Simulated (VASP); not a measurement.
Band structure of TlBr (CsCl type). All values below come from AM05 GGA, VASP's PBE PAW potentials (set 64) (plane waves; VASP 6.6.1).

Unless said otherwise, spin-orbit coupling is left out, though it shifts the bands of the heavy elements here.

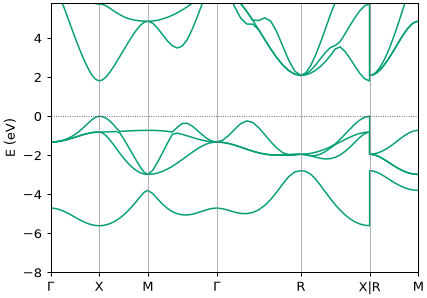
*Bands along high-symmetry lines, zero at the valence-band maximum or, without a gap, the Fermi level*

Q: Read the plot: is there a gap, and where are the band edges?

A: The gap is direct, 1.81 eV, from the valence maximum at X to the conduction minimum at X. (Edges off the drawn lines would not show.)

The compound is TlBr in the CsCl type structure. It was relaxed first.
